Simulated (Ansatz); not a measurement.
Profile along the Cu–Pd line in CuPd (CsCl type)

CuPd (CsCl type)

```
CuPd
1.0
    2.92976     0.00000     0.00000
    0.00000     2.92976     0.00000
    0.00000     0.00000     2.92976
Cu Pd
1 1
Direct
  0.00000   0.00000   0.00000
  0.50000   0.50000   0.50000
```

Fields along a shortest Cu–Pd line of a {110} plane (2.54 Å), from Cu to Pd, interpolated on the slice's grid (step about 0.2 Å). Computed with LDA (plane waves to 420 eV, PAW, scalar-relativistic; Ansatz, an electronic-structure program). k mesh 16×16×16. These are valence fields of a PAW run, semicore shells included where kept as valence: close to a nucleus they are smooth pseudo fields. CuPd is run without spin polarisation. CuPd was relaxed with its symmetry unable to fall.

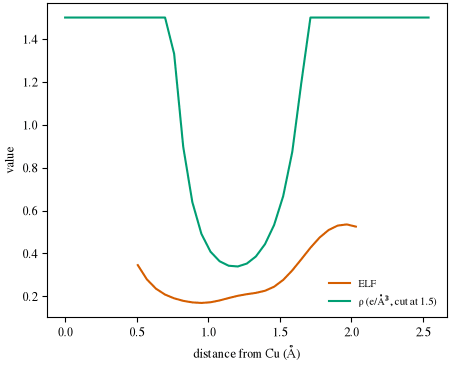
Fig. 1. ELF (away from the nuclei) and valence density from Cu to Pd.

Density on the Cu–Pd line (2.54 Å) at its density minimum, 1.2 Å from Cu: 0.34 e/Å³. ELF at that point: 0.2.
